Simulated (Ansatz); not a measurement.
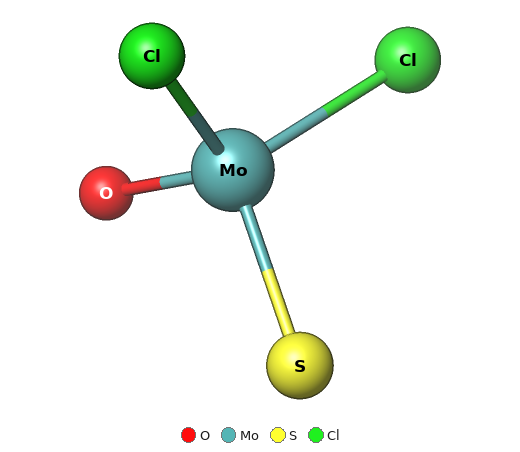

A molecule with one transition-metal atom. The species is neutral and a spin singlet. The geometry was computed by an optimisation with PBE0-D4/def2-TZVP.

What is the coordination number of the metal, and which atoms bind to it?

Mo binds 4 atoms: 1 O at 1.66 Å, 1 S at 2.09 Å, 2 Cl at 2.24 Å. The arrangement is tetrahedral.

What are the formal oxidation state of the metal and its number of d electrons?

Mo(VI), d⁰, counting the ligands as closed-shell ions or neutral donors.
